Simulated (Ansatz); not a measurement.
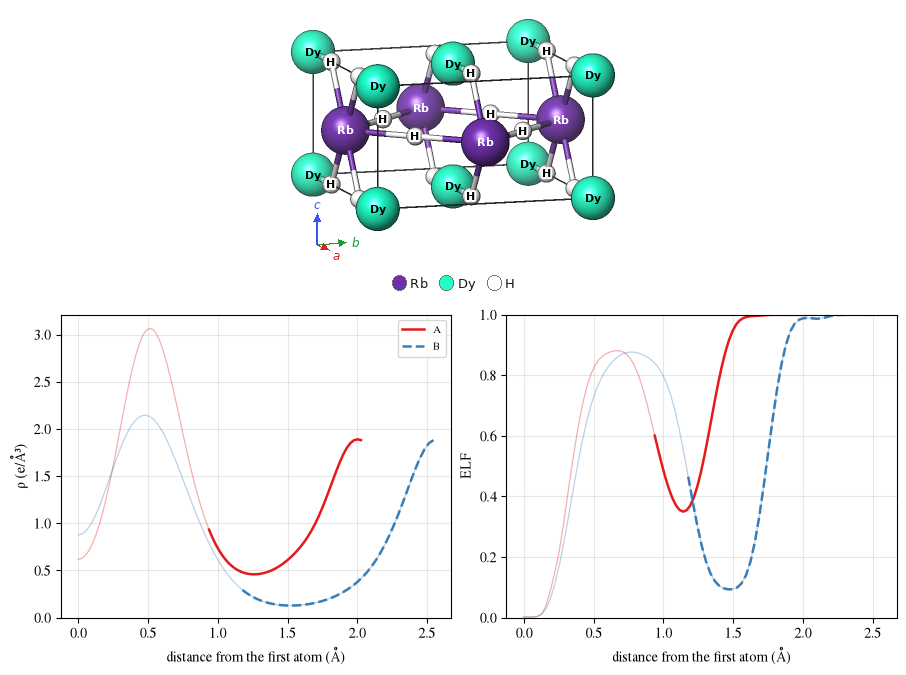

RbDyH4. Valence pseudo-density and ELF along straight lines between neighbouring atoms. Thin, pale parts lie inside the atomic spheres. The structure is drawn too.

Space group Cmmm; a structure generated by program, which may or may not match a known phase; computed without spin polarisation; no Hubbard U on the f states and no spin–orbit coupling.

These are results of Ansatz, DFT PBE, scalar-relativistic, plane waves, PAW; 4f electrons in the core of a trivalent norm-conserving potential, not measurements.

The density is the valence pseudo-density of a pseudopotential calculation; it isn't the true density close to the nuclei.

### Which curve belongs to which contact (Dy–H and Rb–H)? The first atom named is at distance zero.

Curve A: Dy–H (2.03 Å): ρ is about 0.7 e/Å³ halfway; the ELF climbs to about 1 towards the hydrogen. Curve B: Rb–H (2.55 Å): ρ is about 0.2 e/Å³ halfway; the ELF climbs to about 1 towards the hydrogen.
